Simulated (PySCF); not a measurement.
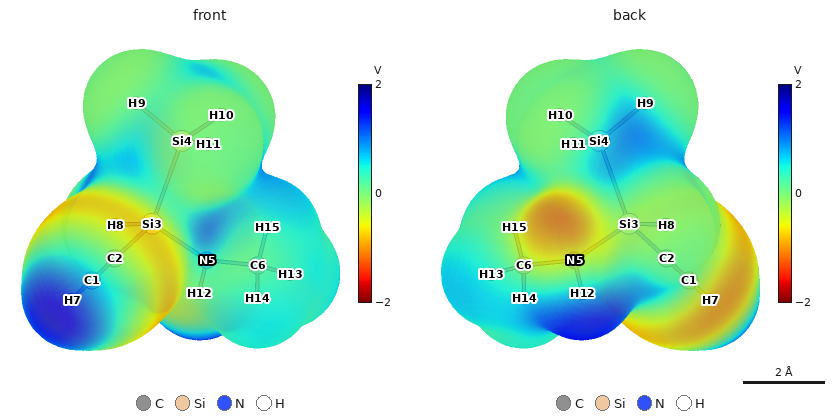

*C3H9NSi2. The electrostatic potential painted on the density surface at 0.002 e/bohr³, seen from the front and from behind; red is negative and blue positive.*

Geometry: GFN2-xTB.

Method: PBE0/pcSseg-1, SCF density, gas phase, non-relativistic (PySCF).

```yaml
atoms:
  - { symbol: C, position_ang: [-0.4619, 2.8324, 1.3108] }
  - { symbol: C, position_ang: [-0.2703, 1.9866, 0.4766] }
  - { symbol: Si, position_ang: [0.0474, 0.6259, -0.7609] }
  - { symbol: Si, position_ang: [2.0987, -0.3269, -0.2987] }
  - { symbol: N, position_ang: [-1.1650, -0.6037, -0.7637] }
  - { symbol: C, position_ang: [-1.2868, -1.6264, 0.2457] }
  - { symbol: H, position_ang: [-0.6284, 3.5829, 2.0305] }
  - { symbol: H, position_ang: [-0.1484, 1.2532, -2.0780] }
  - { symbol: H, position_ang: [3.1859, 0.5817, -0.6734] }
  - { symbol: H, position_ang: [2.3362, -1.5826, -1.0191] }
  - { symbol: H, position_ang: [2.2879, -0.6384, 1.1244] }
  - { symbol: H, position_ang: [-2.0672, -0.3621, -1.1468] }
  - { symbol: H, position_ang: [-1.8001, -2.4992, -0.1649] }
  - { symbol: H, position_ang: [-1.8410, -1.2848, 1.1285] }
  - { symbol: H, position_ang: [-0.2914, -1.9307, 0.5670] }
```

Where is the surface potential most negative and most positive?

The most negative region (about −1.1 V) lies over N5, the most positive (about +1.6 V) over H7 and H12. N5 is the likeliest acceptor of a hydrogen bond.
